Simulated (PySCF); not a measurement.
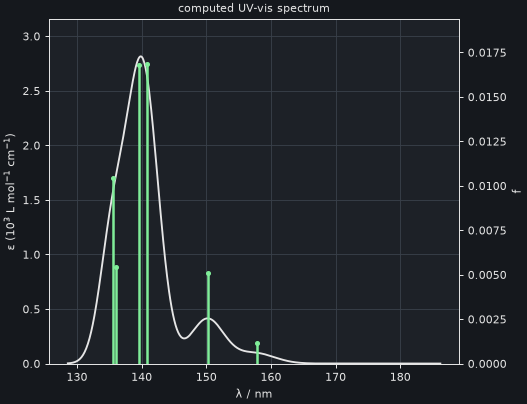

Vertical TDDFT excitations, PBE0/def2-SVPD with PySCF 2.14.0, at a GFN2-xTB geometry (no frequency check), gas phase. Only the first 6 singlet excitations are included; each is broadened by a Gaussian of 1/e half-width 0.20 eV. Sticks give oscillator strengths (right axis).

Which molecule gives this spectrum?
A. C₄H₈, SMILES C/C=C\C
B. C₄H₆F₂O₂, SMILES F[C@@H]1C[C@H](F)OCO1
C. C₄H₅F, SMILES C=CC(=C)F

Answer. Option B. Its lowest singlet lies at 7.86 eV (f = 0.001) and the brightest of those computed is S3 at 8.81 eV (141 nm), f = 0.017, mainly HOMO → LUMO+1 (94 %).

Caveats: states above the negative HOMO energy depend on the basis; the tight-binding geometry is rougher than a DFT one and adds to the error; one conformer of a flexible molecule; core orbitals are frozen in the response.
